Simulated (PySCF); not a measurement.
Vertical excitations of a molecule C₃H₇BFN from TDA-B3LYP/def2-SVPD (PySCF), as energy in eV (oscillator strength): 6.47 (0.002), 7.23 (0.013), 7.45 (0.003), 7.77 (0.040), 7.84 (0.082), 7.91 (0.095), 8.29 (0.005), 8.30 (0.024), 8.51 (0.031), 8.55 (0.021). Lowest triplet (TDA): 6.26 eV. Coordinates come from a PBE0-D3(BJ)/def2-SVP optimisation. One conformer was computed; it need not be the lowest.

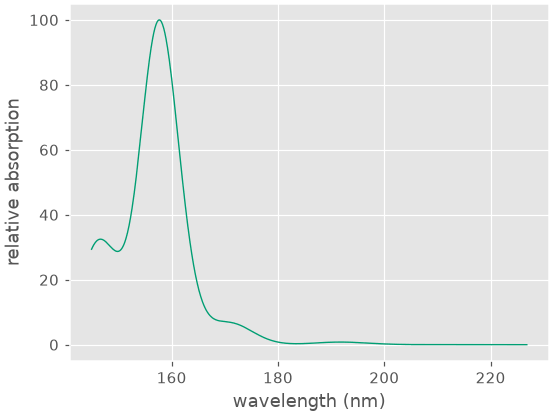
The lines broadened by 0.4 eV.

Problem. Which molecule gave these data?
A. C=CCB(N)F
B. FB1CCCN1
C. C=C(C)B(N)F
D. C=CB(N)CF

Solution. B, FB1CCCN1
